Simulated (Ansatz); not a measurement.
# (BaO)3(AgCl)1 [001] superlattice, started as rocksalt type: following an unstable mode, part 3 of 3

Wanted: the energy along a soft mode of (BaO)3(AgCl)1 [001] superlattice, started as rocksalt type and the structure at the end.

Ansatz 0.2.0; DFT PBEsol, scalar-relativistic, plane waves, PAW.

So far. Step 5 (Energy along the mode, all amplitudes (two of the runs …): The lowest of the steps tried is at 0.45 Å, 22.7 meV/atom below the parent; the bottom of the well need not coincide with a step. Step 7 (The new phase in its own primitive cell): The largest force component left is 0.65 meV/Å and the pressure is -0.001 GPa, within the tolerances set. The cell now holds 21.74 Å³/atom.

The structure was built from a prototype and need not be the compound's stable phase.

**8. Modes of the new phase, k-mesh 6×6×2**

A relaxed structure may still be a saddle point, so its zone-centre modes are computed. The response to a homogeneous field gives the Born charges and the dielectric tensor, and its change with displacement the Raman tensors.

input.yaml

```yaml
crystal:
  lattice:
    - [3.7784487794, 0.0, 0.0]
    - [0.0, 3.7784487794, 0.0]
    - [0.0, 0.0, 12.1818547149]
  atoms:
    - { symbol: Ag, position: [0.5, 0.5, 0.8148078983] }
    - { symbol: Ba, position: [0.0, 0.0, 0.0016187669] }
    - { symbol: Ba, position: [0.5, 0.5, 0.2358657215] }
    - { symbol: Ba, position: [0.0, 0.0, 0.4793542012] }
    - { symbol: Cl, position: [0.0, 0.0, 0.7376105604] }
    - { symbol: O, position: [0.5, 0.5, 0.9935014307] }
    - { symbol: O, position: [0.0, 0.0, 0.2136760796] }
    - { symbol: O, position: [0.5, 0.5, 0.4448608058] }
kpoints:
  mp_grid: { grid: [6, 6, 2] }
hamiltonian:
  xc: pbesol
scf:
  occupations: { method: fixed }
output:
  eigenvalues: true
phonons:
  method: dfpt
  dielectric: true
  rigid_motions: translations
  raman: true
```

Started as:

```
> ansatz run input.yaml --threads 8 --pin off --max-ram 14336MiB --backend cpu --events-out ev --progress --plain --runs-dir out
```

Numbers of over 12 decimals in the logs are rounded to 6 here.

The program printed:

```text
[...]
Crystal: 8 atoms, lattice volume = 173.916 Å³
Basis set: ecut = 420 eV, 3393 PW (Γ), exchange–correlation on 54×54×180 points (8 copies of the dense FFT grid, shifted against one another)
Bands: 45, of which v1, the nominal top of the filled ones, is band 37 counted from 1 (36 counted from 0)
Symmetry: 8 space group operations
k-points: 32 of 72 (irreducible under 2 space group operations, time reversal used)
[...]
SCF iter   1: F=—  HF=-27862.344088 eV  |F-HF|=—  |Δ(HF+E_count)|=         —  Δρ=1.27e-2  dr2=2.92e-1  ethr=1.77e-3  ⟨swp⟩=5.0  Hψ=5199  notcnv=0  defer=158
[...]
SCF iter  13: F=-27862.281660 eV  HF=-27862.281660 eV  |F-HF|=2.91e-11  |Δ(HF+E_count)|=  6.18e-11  Δρ=1.91e-7  dr2=5.52e-11  ethr=1.00e-12  ⟨swp⟩=16.2  Hψ=11079  notcnv=0
SCF 1 converged in 13 iterations: F = -27862.281660 eV  dr2 = 5.52e-11
[...]
Bands: 38, of which v1, the nominal top of the filled ones, is band 37 counted from 1 (36 counted from 0)
k-points: 30 of 400 (time reversal used)
[...]
Eigensolver: Dense (30 Hₖ)
SCF iter   1: F=—  HF=-27861.973046 eV  |F-HF|=—  |Δ(HF+E_count)|=         —  Δρ=6.95e-4  dr2=2.81e-4  ethr=1.00e-1
[...]
SCF iter  10: F=-27861.973133 eV  HF=-27861.973133 eV  |F-HF|=2.91e-11  |Δ(HF+E_count)|=  2.62e-10  Δρ=1.83e-7  dr2=6.19e-11  ethr=1.00e-12
SCF 1 converged in 10 iterations: F = -27861.973133 eV  dr2 = 6.19e-11
[...]
SCF converged after 13 iterations
Free energy (F): -27862.281660 eV
[...]
Internal energy: -27862.281660 eV  (E = F + TS)
E sigma→0 (E₀):  -27862.281660 eV
Fermi energy:    8.291918 eV
[...]
--- Band table (eV; the first three rows and the last of 32) ---
  k-point 0: bands = [... 33 lower, 7.7114, 7.7114, 8.0300, 8.0300, 9.3710, 10.6024, 11.1042, 12.1646, ... 4 higher]
  k-point 1: bands = [... 33 lower, 7.7131, 7.7131, 8.0298, 8.0298, 9.5733, 10.5993, 11.1092, 12.1102, ... 4 higher]
  k-point 2: bands = [... 33 lower, 7.4477, 7.5420, 7.7030, 7.7165, 10.0108, 11.2904, 11.7272, 12.6386, ... 4 higher]
  k-point 31: bands = [... 33 lower, 7.9905, 7.9905, 8.2864, 8.2864, 10.4814, 11.3603, 11.3603, 11.9335, ... 4 higher]
[...]
ASR residual: 1.724e-4 → 0.000e0 eV/Å²; symmetrization residual: 5.870e-6 eV/Å²
[...]
ε∞ (high-frequency dielectric tensor):
        4.503538     0.000000     0.000000
        0.000000     4.503538     0.000000
        0.000000     0.000000     4.157834
  ε⁰ (static dielectric tensor: ions relaxed, cell fixed):
       40.709143     0.000000     0.000000
        0.000000    40.709143    -0.000000
        0.000000    -0.000000    10.959618
  ε⁰ − ε∞ (ionic part):
       36.205605     0.000000     0.000000
        0.000000    36.205605    -0.000000
        0.000000    -0.000000     6.801785
[...]
Born effective charges Z* (e; rows j = field, columns β = displacement):
    site 0:
         1.20660    0.00000   -0.00000
         0.00000    1.20660    0.00000
        -0.00000    0.00000    0.92946
    site 1:
         2.84281    0.00000   -0.00000
         0.00000    2.84281    0.00000
        -0.00000    0.00000    2.25176
    site 2:
         2.75370    0.00000   -0.00000
         0.00000    2.75370    0.00000
        -0.00000    0.00000    2.37772
    site 3:
         2.87498    0.00000   -0.00000
         0.00000    2.87498    0.00000
        -0.00000    0.00000    2.48689
    site 4:
        -1.46948    0.00000    0.00000
         0.00000   -1.46948    0.00000
         0.00000    0.00000   -1.57829
    site 5:
        -2.59100    0.00000   -0.00000
         0.00000   -2.59100    0.00000
        -0.00000    0.00000   -1.86175
    site 6:
        -2.77080    0.00000    0.00000
         0.00000   -2.77080    0.00000
        -0.00000    0.00000   -2.27188
    site 7:
        -2.84681    0.00000   -0.00000
         0.00000   -2.84681    0.00000
        -0.00000    0.00000   -2.33392
  Z* charge neutrality: 2.533e-2 e pre-enforcement
  solved inside a basis spanned on kpoints, on 10×10×4 k-points: ε∞ is read to err by 3.3e-2, Z* by 2.6e-2 e (field_mesh: kpoints solves on kpoints); Z* is corrected for what the basis lacks
  Raman tensors (in the event stream and the table raman_tensors.tsv): an entry may err by 4.1e-1 Å², one of the second-order susceptibility by 6.5e-1 pm/V (basis, points and sum rule); their sum over the sites missed zero by 3.454e-3 Å² ahead of its enforcement
  optical modes at Γ without the LO–TO term, one row a degenerate level:
      ω (cm⁻¹)  modes    IR ((D/Å)²/amu)  static Raman (Å⁴/amu)  depolarisation
         31.55      2             0.0005                 0.0358           0.750
         50.29      2             3.4706                 1.2907           0.750
         60.33      2             2.5638                 1.3970           0.750
         67.84      1             0.5695                 8.2491           0.008
         75.57      2             0.6466                 0.1828           0.750
         93.57      1             0.1772                 5.7420           0.089
        103.68      2            27.2194                26.5290           0.750
        132.32      1             0.0413                 0.2242           0.178
        167.85      1             6.4178                37.2213           0.665
        178.68      2            24.2201                12.4606           0.750
        207.59      2            18.2287                 4.2683           0.750
        292.95      1             4.1928                27.1279           0.467
        319.50      1            13.2383                 4.0213           0.579
        397.28      1             0.3055               224.3826           0.282
  optical modes at Γ + LO–TO along q̂ = [1.0000, 0.0000, 0.0000]:
      ω (cm⁻¹)  modes    IR ((D/Å)²/amu)  static Raman (Å⁴/amu)  depolarisation
         31.55      1             0.0003                 0.0179           0.750
         31.55      1             0.0000                 0.0209           0.750
         50.29      1             1.7353                 0.6454           0.750
         53.90      1             0.0091                 0.0236           0.750
         60.33      1             1.2819                 0.6985           0.750
         64.80      1             0.0259                 0.0075           0.750
         67.84      1             0.5695                 8.2491           0.008
         75.57      1             0.3233                 0.0914           0.750
         76.35      1             0.0056                 0.0342           0.750
         93.57      1             0.1772                 5.7420           0.089
        103.68      1            13.6097                13.2645           0.750
        132.32      1             0.0413                 0.2242           0.178
        140.06      1             0.4780                 2.4114           0.750
        167.85      1             6.4178                37.2213           0.665
        178.68      1            12.1101                 6.2303           0.750
        196.47      1             0.1813                 1.1701           0.750
        207.59      1             9.1143                 2.1342           0.750
        292.95      1             4.1928                27.1279           0.467
        319.50      1            13.2383                 4.0213           0.579
        361.17      1            37.4750                31.7915           0.750
        397.28      1             0.3055               224.3826           0.282
  optical modes at Γ + LO–TO along q̂ = [0.0000, 1.0000, 0.0000]:
      ω (cm⁻¹)  modes    IR ((D/Å)²/amu)  static Raman (Å⁴/amu)  depolarisation
         31.55      1             0.0003                 0.0179           0.750
         31.55      1             0.0000                 0.0209           0.750
         50.29      1             1.7353                 0.6454           0.750
         53.90      1             0.0091                 0.0236           0.750
         60.33      1             1.2819                 0.6985           0.750
[...]
optical modes at Γ + LO–TO along q̂ = [0.0000, 0.0000, 1.0000]:
      ω (cm⁻¹)  modes    IR ((D/Å)²/amu)  static Raman (Å⁴/amu)  depolarisation
[...]
60.33      2             2.5638                 1.3970           0.750
         72.53      1             0.0858                 7.8165           0.073
         75.57      2             0.6466                 0.1828           0.750
         94.83      1             0.0359                 6.1314           0.021
        103.68      2            27.2194                26.5290           0.750
        132.46      1             0.0039                 0.2191           0.001
        178.68      2            24.2201                12.4606           0.750
        196.52      1             1.7740                38.1616           0.663
        207.59      2            18.2287                 4.2683           0.750
        298.60      1             0.2520                16.4328           0.365
        389.39      1             7.7857                32.9336           0.334
        408.81      1            15.0051               284.9269           0.255
```

Wall time 5.7 min (8 threads of Arm Neoverse V1, shared host); peak memory 2.6 GiB.

Numbers from this step:

```yaml
sum_rule_residual_before_enforcement: 1.72e-4 eV/Å²
miss_of_the_charge_sum_rule: 0.02533 e
estimated_error_of_the_dielectric_tensor: 0.03253
estimated_error_of_the_born_charges: 0.02589 e
point_group: 4mm
highest_optical_mode_at_the_zone_centre_no_lo_to_term: 397.3 cm⁻¹
lowest_optical_zone_centre_mode: 31.55 cm⁻¹
mean_high_frequency_dielectric_constant: 4.388
largest_born_charge_third_of_the_trace: 2.746 e
mean_static_dielectric_constant: 30.79
top_of_the_zone_centre_spectrum_with_the_field: 408.8 cm⁻¹
```

Without the LO-TO term. Patterns of degenerate modes are one choice out of their space. The modes at Γ (shares of kinetic energy by element, %):

```tsv
mode	frequency (cm⁻¹)	symmetry	Ag %	Ba %	Cl %	O %
1	0.0	acoustic	18	68	6	8
2	0.0	acoustic	18	68	6	8
3	0.0	acoustic	18	68	6	8
4	31.6	E	43	49	4	4
5	31.6	E	43	49	4	4
6	50.3	E	36	29	32	4
7	50.3	E	36	29	32	4
8	60.3	E	0	51	46	3
9	60.3	E	0	51	46	3
10	67.8	A1	42	51	1	7
11	75.6	E	3	81	11	4
12	75.6	E	3	81	11	4
13	93.6	A1	21	68	0	10
14	103.7	E	0	7	0	93
15	103.7	E	0	7	0	93
16	132.3	A1	10	84	4	1
17	167.8	A1	2	11	82	5
18	178.7	E	0	7	0	93
19	178.7	E	0	7	0	93
20	207.6	E	0	7	1	91
21	207.6	E	0	7	1	91
22	292.9	A1	1	11	4	85
23	319.5	A1	2	4	3	92
24	397.3	A1	4	3	0	93
```

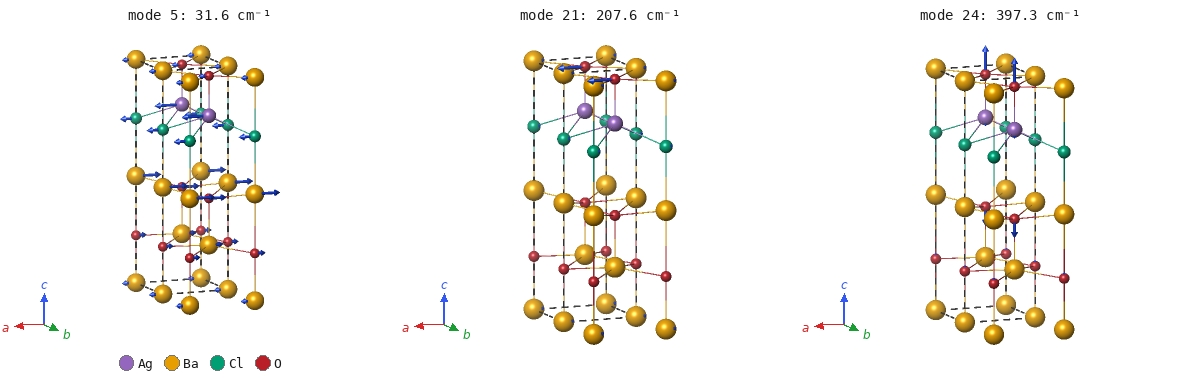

Displacement patterns of modes 5, 21 and 24 at Γ; arrows are exaggerated. 1×2×1 cells are drawn. Some periodic images of atoms are drawn too.

Optical modes at the zone centre, without and with the macroscopic field of the longitudinal modes; each column is sorted by frequency, so a row need not hold one and the same mode. Modes with and without the field, by row:

```tsv
rank among optical modes	no field (cm⁻¹)	q along (1, 0, 0) (cm⁻¹)	q along (0, 0, 1) (cm⁻¹)
1	31.6	31.6	31.6
2	31.6	31.6	31.6
3	50.3	50.3	50.3
4	50.3	53.9	50.3
5	60.3	60.3	60.3
6	60.3	64.8	60.3
7	67.8	67.8	72.5
8	75.6	75.6	75.6
9	75.6	76.3	75.6
10	93.6	93.6	94.8
11	103.7	103.7	103.7
12	103.7	132.3	103.7
13	132.3	140.1	132.5
14	167.8	167.8	178.7
15	178.7	178.7	178.7
16	178.7	196.5	196.5
17	207.6	207.6	207.6
18	207.6	292.9	207.6
19	292.9	319.5	298.6
20	319.5	361.2	389.4
21	397.3	397.3	408.8
```

Born charge (rows field, columns displacement) (e), principal values of the symmetric part by kind of site:

```tsv
atom	atoms with these values	low	middle	high	mean
Ag1	1	0.93	1.21	1.21	1.11
Ba2	1	2.25	2.84	2.84	2.65
Ba3	1	2.38	2.75	2.75	2.63
Ba4	1	2.49	2.88	2.88	2.75
Cl5	1	-1.58	-1.47	-1.47	-1.51
O6	1	-2.59	-2.59	-1.86	-2.35
O7	1	-2.77	-2.77	-2.27	-2.60
O8	1	-2.85	-2.85	-2.33	-2.68
```

In full for O8:

```
-2.85  0.00  0.00
 0.00 -2.85  0.00
 0.00  0.00 -2.33
```

High-frequency dielectric tensor:

```
4.50 0.00 0.00
0.00 4.50 0.00
0.00 0.00 4.16
```

Static dielectric tensor (ions relaxed, fixed cell):

```
40.71  0.00  0.00
 0.00 40.71  0.00
 0.00  0.00 10.96
```

Transverse modes. Lines of the infrared spectrum (strongest = 100):

```tsv
position (cm⁻¹)	label	relative intensity
32	E	0.0
50	E	13
60	E	9.4
68	A1	2.1
76	E	2.4
94	A1	0.7
104	E	100
132	A1	0.2
168	A1	24
179	E	89
208	E	67
293	A1	15
320	A1	49
397	A1	1.1
```

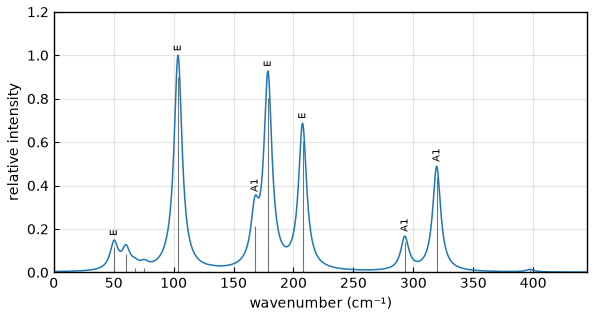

The infrared spectrum, broadened with Lorentzians of width 8 cm⁻¹; bars mark the lines.

Activity x (w_L - w)^4 (n + 1)/w, 532 nm, 300 K; the tensors are static ones, while 532 nm light lies above the computed direct gap, where resonance would change the heights; modes without the macroscopic field alone. Raman lines, with heights relative to the strongest:

```tsv
position (cm⁻¹)	label	relative intensity
32	E	1.3
50	E	19
60	E	14
68	A1	68
76	E	1.2
94	A1	26
104	E	100
132	A1	0.6
168	A1	61
179	E	18
208	E	4.9
293	A1	18
320	A1	2.4
397	A1	95
```

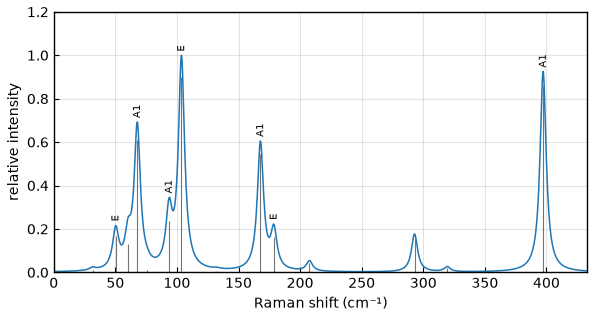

The Raman spectrum, broadened with Lorentzians of width 6 cm⁻¹; bars mark the lines.

Before it was imposed, the acoustic sum rule was missed by 1.7e-4 eV/Å² and the charge sum rule by 0.025 e. Small misses are needed for a sound result but don't prove that mesh and cutoff are converged. The lowest optical mode is real, 31.6 cm⁻¹.

The log warns of the k mesh: “the force constants stand on the 6×6×2 k-mesh, whose period is 13.51 times the interband length at k = (0.0000, 0.0000, 0.0000), direct gap 1.341 eV, under 14: take them and everything formed from them as unconverged”.

**9. The phases reached**

The phases reached along the modes that were followed are set side by side.

Energies are those of the first relaxation, on the mesh of the frozen mode; space group, volume and gap are those of the last relaxation. Phases, by row:

```tsv
mode frozen in	space group	energy from parent (meV/atom)	volume (Å³/atom)	gap on mesh (eV)	lowest zone-centre optical mode (cm⁻¹)	largest shift (Å)
parent	P4/mmm	0	21.19	0.388	–	–
q = (0, 0, 0), 101i cm⁻¹	P4mm	-64.07	21.74	1.079	31.6	0.908
```

**10. Summary of results**

```yaml
unstable_mode_of_the_parent: q = (0, 0, 0), 101i cm⁻¹
depth_at_the_lowest_point_sampled: 22.7 meV/atom
largest_atomic_shift_at_that_point: 0.45 Å
space_group_reached_within_0p01_a: P4mm
energy_gained_over_the_parent_first_relaxation_on_the_mesh_of_the_frozen_mode: 64.1 meV/atom
volume_per_atom_phase_reached: 21.7 Å³
gap_on_the_k_mesh_phase_reached: 1.08 eV
lowest_optical_zone_centre_mode_phase_reached: 31.6 cm⁻¹
highest_optical_mode_at_the_zone_centre_no_lo_to_term_phase_reached: 397 cm⁻¹
```

In words: Along this mode the structure falls into P4mm, 64.1 meV/atom below the parent. At the parent's cell the well is 22.69 meV/atom deep on the steps tried, with its lowest point at a shift of 0.45 Å. Relaxing atoms and cell changes the gain by +41.38 meV/atom against the lowest step (energies at zero smearing). Most of the total comes from this relaxation. The new phase has no imaginary mode at the zone centre of its cell; other wavevectors were not checked. Each path keeps the symmetry of its pattern, so a lower phase may lie along a pattern not tried. With the field response the log warns that the k mesh is coarse for the force constants too, so the frequencies may not be converged. Spin-orbit coupling is left out, which can matter for the heavy elements here. The starting cell was built on a prototype and not taken from a measurement, so the phase need not exist.

[Logs are printed without paths, hosts, clocks, repeated set-up lines and the standing remarks that a program may print on its own settings, such as how far it seeks lower states.]

[Hosts, paths, dates, database ids (printed as entryN), source tags and the programs' standing remarks are cut or masked in the printed files.]
